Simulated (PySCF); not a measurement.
```xyz
17

O     2.0109   -1.2089    0.6767
C     1.0063   -0.5173    0.0337
C     0.9825    0.9144    0.5414
C    -0.2350    1.6646    0.1995
C    -1.3408    1.0965   -0.3182
C    -1.4136   -0.3707   -0.5801
Cl   -1.0260   -0.4233   -2.3588
C    -0.3915   -1.1736    0.1973
H     2.1183   -2.1083    0.3383
H     1.1789   -0.4928   -1.0661
H     1.8710    1.4552    0.1875
H     1.1174    0.9172    1.6339
H    -0.2383    2.7196    0.4372
H    -2.2050    1.6890   -0.5774
H    -2.4213   -0.7722   -0.4608
H    -0.6579   -1.1708    1.2572
H    -0.3630   -2.2065   -0.1512
```

Geometry: GFN2-xTB.

Level of theory: PySCF 2.14.0, density-fitted response routines, UKS B3LYP, pcH-1 on C Cl H O, non-relativistic, mean-field spin-orbit, GIAO.

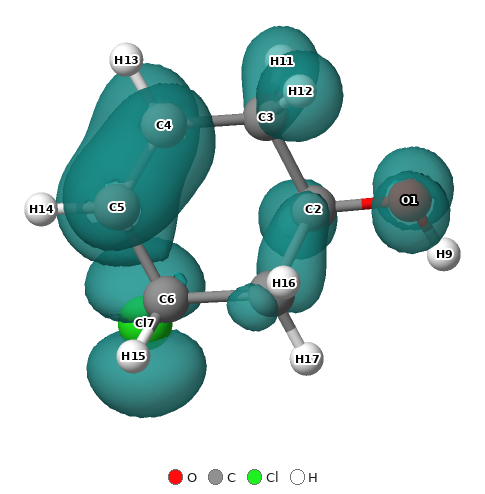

C6H9ClO (charge +1, doublet). Isosurfaces of the spin density (α minus β) at +0.015 (teal) and −0.015 e/Å³ (pink), seen across its widest extent.

### Which atoms carry the spin?

The unpaired spin (1 electron) lies mostly on C5 (about 0.2), Cl7 (about 0.2), C4 (about 0.2) and O1 (about 0.1), in electrons by Hirshfeld's partition.
